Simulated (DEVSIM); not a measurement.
Structure: abrupt Si n-p junction, at 300 K.

| layer (left to right) | material | thickness (μm) | Nd (cm⁻³) | Na (cm⁻³) | τn (s) | τp (s) |
|---|---|---|---|---|---|---|
| 1 | Si | 1.00 | 2.7e16 | - | 0.00083 | 0.00083 |
| 2 | Si | 0.400 | - | 1.1e17 | 0.00083 | 0.00083 |

Left contact: ohmic. Right contact: ohmic. Voltage is applied to the left contact. Recombination: SRH at mid-gap, radiative. Mobility is constant in doping.

Constants are typed, rounded textbook-type inputs, not results; the design itself was drawn at random and stands for no fabricated device. Values at 300 K.

```
parameter           Si
-------------  -------
gap (eV)         1.124
affinity (eV)     4.05
permittivity      11.7
Nc (cm⁻³)      2.86e19
Nv (cm⁻³)       3.1e19
μn (cm²/Vs)       1417
μp (cm²/Vs)        470
B (cm³/s)      4.7e-15
```

Simulated with DEVSIM: 1D drift-diffusion, Boltzmann statistics, complete ionisation; no tunnelling, impact ionisation, image-force lowering or self-heating.

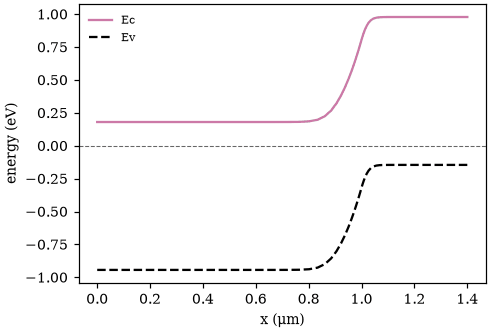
Band edges at zero bias

Energies count from the Fermi level of the right contact; mesh points crowd at the junctions.

| x (μm) | Ec (eV) | Ev (eV) | n (cm⁻³) | p (cm⁻³) | field (V/cm) |
|---|---|---|---|---|---|
| 0.000 | 0.180 | -0.944 | 2.7e16 | 4300 | ≈ 0 |
| 0.01499 | 0.180 | -0.944 | 2.7e16 | 4300 | ≈ 0 |
| 0.03887 | 0.180 | -0.944 | 2.7e16 | 4300 | ≈ 0 |
| 0.07693 | 0.180 | -0.944 | 2.7e16 | 4300 | ≈ 0 |
| 0.1649 | 0.180 | -0.944 | 2.7e16 | 4300 | ≈ 0 |
| 0.2778 | 0.180 | -0.944 | 2.7e16 | 4300 | ≈ 0 |
| 0.4767 | 0.180 | -0.944 | 2.7e16 | 4300 | ≈ 0 |
| 0.7202 | 0.180 | -0.944 | 2.7e16 | 4300 | 85 |
| 0.8338 | 0.198 | -0.926 | 1.4e16 | 8500 | 6400 |
| 0.9051 | 0.322 | -0.802 | 1.1e14 | 1000000 | 31000 |
| 0.9499 | 0.503 | -0.621 | 1.0e11 | 1.2e9 | 50000 |
| 0.9847 | 0.703 | -0.421 | 4.5e7 | 2.6e12 | 64000 |
| 0.9998 | 0.805 | -0.319 | 870000 | 1.3e14 | 71000 |
| 1.013 | 0.884 | -0.240 | 40000 | 2.9e15 | 48000 |
| 1.045 | 0.966 | -0.158 | 1700 | 6.9e16 | 9200 |
| 1.083 | 0.978 | -0.146 | 1100 | 1.1e17 | 470 |
| 1.149 | 0.978 | -0.146 | 1100 | 1.1e17 | ≈ 0 |
| 1.230 | 0.978 | -0.146 | 1100 | 1.1e17 | ≈ 0 |
| 1.316 | 0.978 | -0.146 | 1100 | 1.1e17 | ≈ 0 |
| 1.355 | 0.978 | -0.146 | 1100 | 1.1e17 | ≈ 0 |
| 1.380 | 0.978 | -0.146 | 1100 | 1.1e17 | ≈ 0 |
| 1.400 | 0.978 | -0.146 | 1100 | 1.1e17 | ≈ 0 |
